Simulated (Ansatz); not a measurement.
AgBrF₃P

Input

```
crystal:
  periodic: [false, false, false]
  atoms:
    - symbol: Ag
      position_ang: [1.853307, -0.025800, -1.451344]
    - symbol: Br
      position_ang: [2.865557, 2.134221, -1.648050]
    - symbol: F
      position_ang: [-0.211204, -2.322685, -0.143829]
    - symbol: F
      position_ang: [0.088730, -2.678242, -2.499784]
    - symbol: F
      position_ang: [1.804880, -3.342914, -0.957105]
    - symbol: P
      position_ang: [0.876168, -2.109223, -1.261514]
basis:
  gaussian:
    orbitals: def2-TZVPD
hamiltonian:
  xc: {name: PBE0}
output: {forces: true, orbitals: {seedname: orbitals}}
```

Run with:

```sh
ansatz run input.yaml --threads 2 --pin off --max-ram 5220MiB --events-out events.jsonl --progress --plain --runs-dir runs
```

Geometry: PBE0-D4/def2-SVP; core potentials replace the inner electrons of Ag.

The calculation used Ansatz, isolated molecule in a Gaussian basis; Kohn-Sham density functional theory, functional PBE0.

Q: What can the converged electron density and electron localisation function tell about the bonding?

A: P–F (1.57 Å): the density is about 1.5 e/Å³ at the midpoint; the ELF peaks at about 0.80 between the atoms: a shared but strongly polarised pair.
Ag–P (2.31 Å): ρ at the midpoint is about 0.63 e/Å³; the ELF peaks at about 0.90 in the valence shell of P, 0.8 Å from its nucleus, and is about 0.35 at the midpoint.
Ag–Br (2.39 Å): the density is about 0.57 e/Å³ at the midpoint; the ELF peaks at about 0.70 in the valence shell of Br, 1.0 Å from its nucleus, and is about 0.35 at the midpoint.

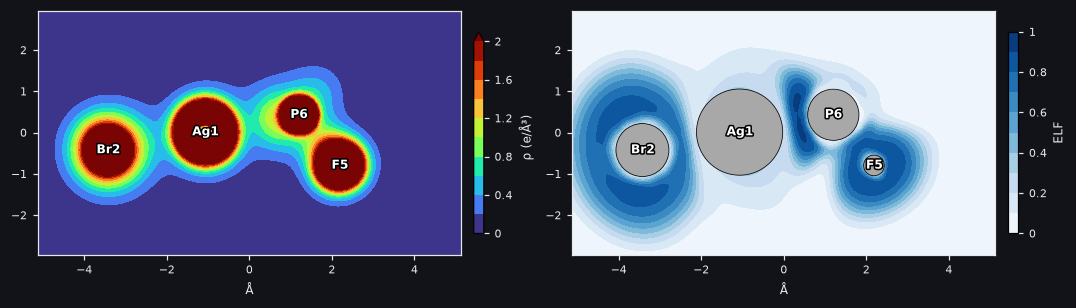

Computed electron density and electron localisation function on the plane of atoms Ag1, P6 and F5, in this order. Grey discs cover the atomic cores in the ELF map. 
